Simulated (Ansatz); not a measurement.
**C20H19BO2 (SMILES OB(O)CCCCc1ccc2ccc3cccc4ccc1c2c34): density, localisation and related maps**

Input

```
crystal:
  periodic: [false, false, false]
  atoms:
    - {symbol: O, position_ang: [6.384422, 0.068568, -1.624831]}
    - {symbol: B, position_ang: [5.013694, 0.071969, -1.770656]}
    - {symbol: O, position_ang: [4.333290, 0.973697, -2.560535]}
    - {symbol: C, position_ang: [4.163440, -0.993517, -0.970822]}
    - {symbol: C, position_ang: [3.290903, -0.343799, 0.119570]}
    - {symbol: C, position_ang: [2.465946, -1.351286, 0.924506]}
    - {symbol: C, position_ang: [1.594822, -0.715291, 2.029571]}
    - {symbol: C, position_ang: [0.499453, 0.184715, 1.505247]}
    - {symbol: C, position_ang: [0.702853, 1.577189, 1.464912]}
    - {symbol: C, position_ang: [-0.253622, 2.453389, 0.944494]}
    - {symbol: C, position_ang: [-1.475940, 1.966651, 0.436851]}
    - {symbol: C, position_ang: [-2.482724, 2.838406, -0.105228]}
    - {symbol: C, position_ang: [-3.668817, 2.344656, -0.588793]}
    - {symbol: C, position_ang: [-3.948461, 0.933919, -0.569939]}
    - {symbol: C, position_ang: [-5.162650, 0.402334, -1.058675]}
    - {symbol: C, position_ang: [-5.409011, -0.976608, -1.026051]}
    - {symbol: C, position_ang: [-4.450580, -1.856419, -0.507807]}
    - {symbol: C, position_ang: [-3.220593, -1.371958, -0.008821]}
    - {symbol: C, position_ang: [-2.214077, -2.242503, 0.531296]}
    - {symbol: C, position_ang: [-1.024670, -1.751301, 1.012036]}
    - {symbol: C, position_ang: [-0.726432, -0.341891, 1.002612]}
    - {symbol: C, position_ang: [-1.719804, 0.551630, 0.468395]}
    - {symbol: C, position_ang: [-2.958218, 0.039480, -0.035160]}
    - {symbol: H, position_ang: [6.842258, 0.763116, -2.131926]}
    - {symbol: H, position_ang: [4.899284, 1.625177, -3.010895]}
    - {symbol: H, position_ang: [4.836182, -1.753275, -0.519567]}
    - {symbol: H, position_ang: [3.503098, -1.535541, -1.684357]}
    - {symbol: H, position_ang: [2.614625, 0.403945, -0.347557]}
    - {symbol: H, position_ang: [3.936706, 0.231834, 0.822058]}
    - {symbol: H, position_ang: [1.818330, -1.930234, 0.229481]}
    - {symbol: H, position_ang: [3.150047, -2.092276, 1.394395]}
    - {symbol: H, position_ang: [2.251175, -0.123499, 2.702497]}
    - {symbol: H, position_ang: [1.161809, -1.519924, 2.659568]}
    - {symbol: H, position_ang: [1.648438, 1.982273, 1.858380]}
    - {symbol: H, position_ang: [-0.060049, 3.537235, 0.927980]}
    - {symbol: H, position_ang: [-2.280223, 3.920756, -0.123575]}
    - {symbol: H, position_ang: [-4.430737, 3.024494, -1.000890]}
    - {symbol: H, position_ang: [-5.918177, 1.090854, -1.468032]}
    - {symbol: H, position_ang: [-6.362048, -1.370619, -1.410578]}
    - {symbol: H, position_ang: [-4.646139, -2.939737, -0.483238]}
    - {symbol: H, position_ang: [-2.415721, -3.324881, 0.555530]}
    - {symbol: H, position_ang: [-0.282110, -2.451739, 1.418555]}
basis:
  gaussian: {orbitals: def2-TZVP, fitting: {mean_field: def2-universal-jkfit}, initial_orbitals: start.molden}
hamiltonian: {xc: pbe0, dispersion: d4}
scf: {omitted_lower_state_checks: [starts]}
output: {forces: true, orbitals: {seedname: orbitals}}
```

Launched as:

```sh
ansatz run in.yaml --threads 2 --pin off --events-out ev --progress --plain --max-ram 20480MiB --backend cuda --devices 0, --max-vram 18GiB
```

Geometry: PBE-D4/def2-SVP; not at a stationary point (largest force 0.7 eV/Å).

Theory: Ansatz, RKS PBE0-D4/def2-TZVP.

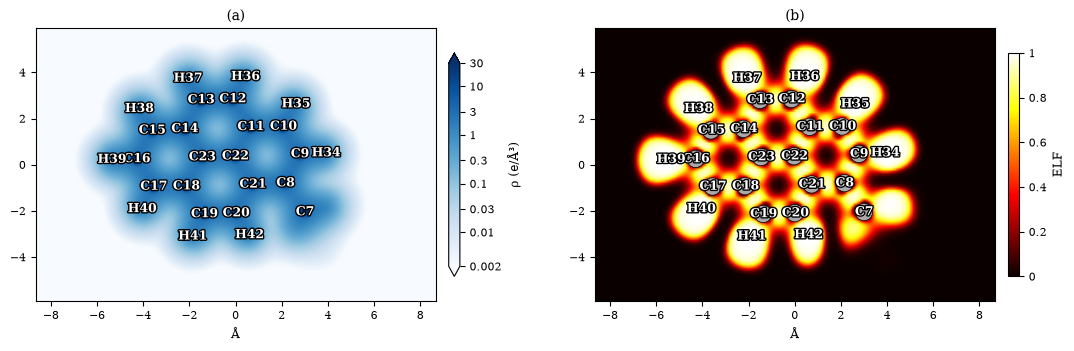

Figure 1. (a) total electron density; (b) electron localisation function on the plane of atoms C12, C13 and H37. Grey discs cover the atomic cores in the ELF map.

### What do the fields say about this system?

- Atoms in the plane: C and H.
- C–C (1.37 Å): ρ at the midpoint is about 2.2 e/Å³; the ELF peaks at about 0.95 between the atoms: localised, covalent bonding.
- C–C (1.41 Å): the density is about 2.1 e/Å³ at the midpoint; the ELF peaks at about 0.95 between the atoms: a covalent bond.
- C–C (1.51 Å): the density is about 1.7 e/Å³ at the midpoint; the ELF peaks at about 0.95 between the atoms: a covalent bond.
- C–H (1.10 Å): ρ is about 2 e/Å³ halfway; the ELF climbs to about 1 towards the hydrogen, as it does in any bond to H (an ordinary covalent bond to hydrogen).

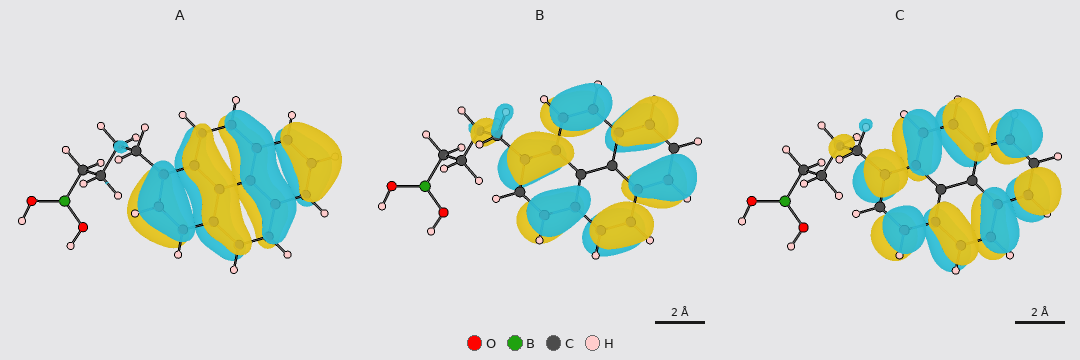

Figure 2. Three frontier orbitals at ±0.06 Å⁻³ᐟ² (yellow and cyan are the two phases), in no order.

### Which picture is the HOMO−1, the HOMO and the LUMO?

A is the HOMO−1 (−6.58 eV). It lies mainly on C9 (about 15 %), C16 (about 15 %), C22 (about 10 %), C23 (about 5 %), C14 (about 5 %) and C11 (about 5 %). B is the HOMO (−5.61 eV). By Hirshfeld shares it lies mainly on C8 (about 10 %), C15 (about 10 %), C17 (about 10 %), C10 (about 10 %), C13 (about 5 %) and C19 (about 5 %). C is the LUMO (−1.68 eV). By Hirshfeld shares it lies mainly on C17 (about 10 %), C15 (about 10 %), C10 (about 10 %), C8 (about 10 %), C19 (about 5 %) and C20 (about 5 %).

### What is the HOMO–LUMO gap?

3.93 eV between the orbital energies.
